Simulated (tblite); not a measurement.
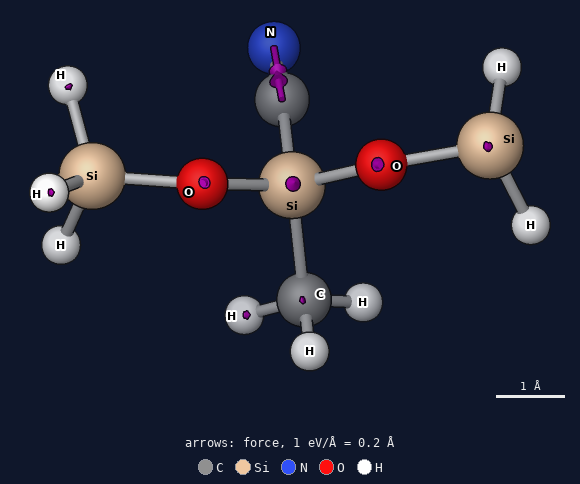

Starting geometry of C2H8NO2Si3 (multiplicity 2) with the computed forces as purple arrows. Style: ball-and-stick. Shown face on.

Method: GFN2-xTB geometry optimisation, gas phase in tblite 0.8.0. 

What follows when this structure is relaxed?

Answer. It isn't relaxed: the largest force vector, on the N atom, is 3.85 eV/Å. The final displacements have little in common with the starting forces (cosine between the two patterns 0.12). After 193 geometry steps the energy has fallen by 41.2 kJ/mol. The atom that moves furthest after the best rigid fit is an H atom (2.79 Å). Largest moves by element: H 2.79 Å, Si 1.23 Å, N 1.05 Å, O 1.05 Å, C 0.91 Å. Some distances before and after: O–Si 1.684 → 1.616 Å, C–N 1.179 → 1.145 Å, H–Si 1.482 → 1.455 Å, C–Si 1.900 → 1.873 Å. Bond angles that change, for instance: Si–O–Si 137.7° → 152.1°, Si–O–Si 137.7° → 150.3°, H–Si–H 108.6° → 117.4°. Groups turn about O–Si by about 175°, O–Si by about 165°, O–Si by about 125°.
